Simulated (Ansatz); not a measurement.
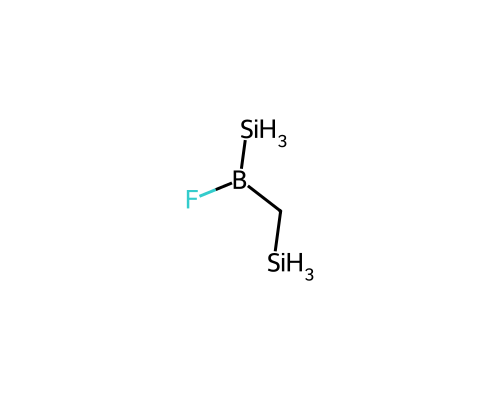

2D structure.

Transcribe the drawing into SMILES.

FB([SiH3])C[SiH3]

What is the molecular formula?

CH8BFSi2.

An optimisation with PBE0-D4/def2-TZVP gave a structure of which point group?

C1. Other conformers may differ.

The parts below concern this one geometry. Atoms keep their numbers from picture to picture. The computed structure is the end point of a PBE0-D4/def2-TZVP optimisation.

## Geometry

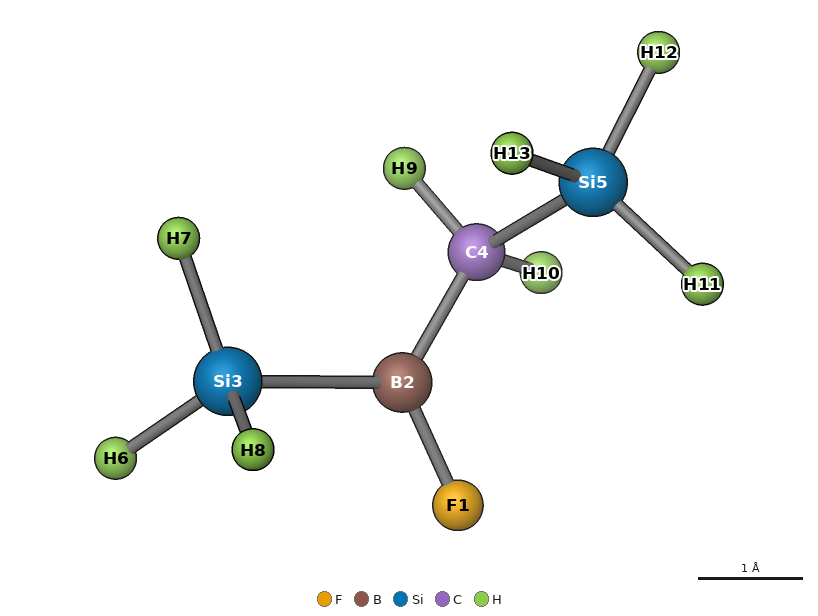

Atoms carry their numbers in the input.

Describe the coordination of atom 2.

B2 has 3 neighbours (F1 at 1.33, Si3 at 2.04, C4 at 1.54 Å); the arrangement is trigonal planar.

Describe the coordination of atom 3.

Si3 has 4 neighbours (B2 at 2.04, H6 at 1.49, H7 at 1.49, H8 at 1.49 Å); the arrangement is tetrahedral.

Describe the coordination of atom 4.

C4 has 4 neighbours (B2 at 1.54, Si5 at 1.89, H9 at 1.09, H10 at 1.09 Å); the arrangement is tetrahedral.

What is the geometry at Si5?

Si5 has 4 neighbours (C4 at 1.89, H11 at 1.49, H12 at 1.49, H13 at 1.49 Å); the arrangement is tetrahedral.

What is the dihedral angle Si3–B2–C4–Si5?

83° in size, that is about perpendicular.

## Vibrations

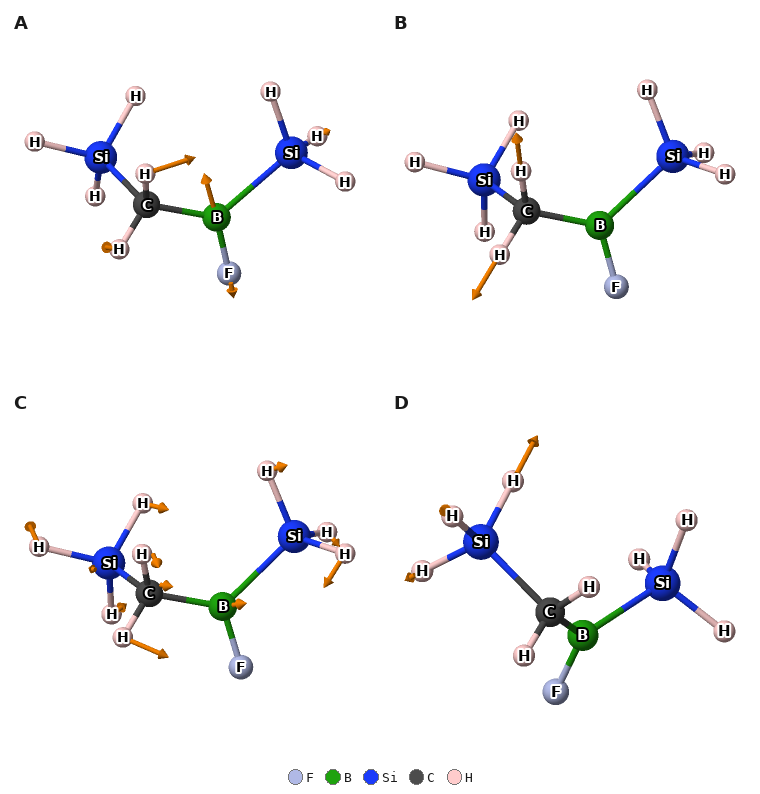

4 normal modes of one molecule or complex, as arrows. Harmonic vibrations computed with RKS PBE0-D4/def2-TZVP (Ansatz 0.2.0) at a stationary point of the same level.

Match the panels to the wavenumbers 654 cm⁻¹, 1298 cm⁻¹, 2226 cm⁻¹, 3056 cm⁻¹.

A: 1298 cm⁻¹
B: 3056 cm⁻¹, in-phase stretching of 2 C–H bonds
C: 654 cm⁻¹
D: 2226 cm⁻¹, Si–H stretching

## Levels of theory compared

Program: Ansatz 0.2.0.

Tabulate HOMO energy (eV), HOMO–LUMO gap (eV), dipole (D) at these levels: B3LYP-D4/def2-TZVPP; PBE-D4/def2-TZVPP; r2SCAN-D4/def2-TZVPP; ωB97M-V/def2-TZVPP.

| level | HOMO energy (eV) | HOMO–LUMO gap (eV) | dipole (D) |
| --- | --- | --- | --- |
| B3LYP-D4/def2-TZVPP | −7.79 | 6.23 | 1.48 |
| PBE-D4/def2-TZVPP | −6.70 | 4.39 | 1.45 |
| r2SCAN-D4/def2-TZVPP | −6.96 | 4.92 | 1.48 |
| ωB97M-V/def2-TZVPP | −10.16 | 10.73 | 1.46 |

## Charges

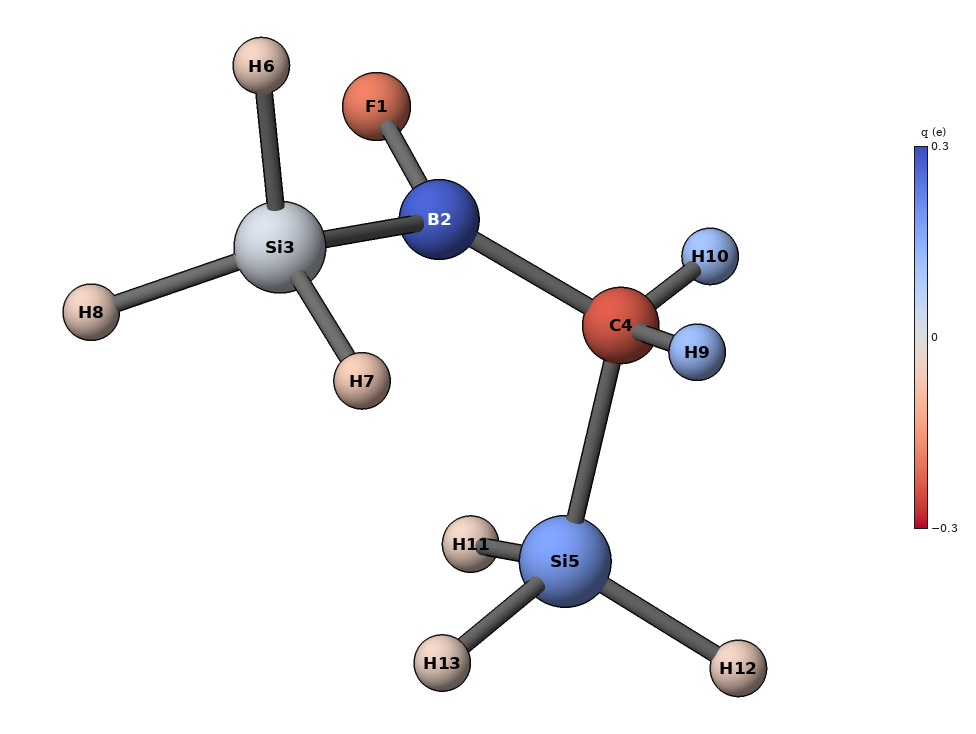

Atoms are coloured by their Mulliken charges. Properties computed with RKS PBE-D4/def2-TZVPP (Ansatz 0.2.0).

Which atom carries the highest charge (most positive or least negative)?

B2 (0.27 e).

And the lowest?

C4 (−0.23 e).

List the Mulliken charges.

```
atom  value (e)
  F1      −0.19
  B2       0.27
 Si3       0.02
  C4      −0.23
 Si5       0.17
  H6      −0.05
  H7      −0.06
  H8      −0.05
  H9       0.12
 H10       0.11
 H11      −0.04
 H12      −0.05
 H13      −0.04
```

Mulliken values depend strongly on the basis set and can even reverse the polarity of a bond.
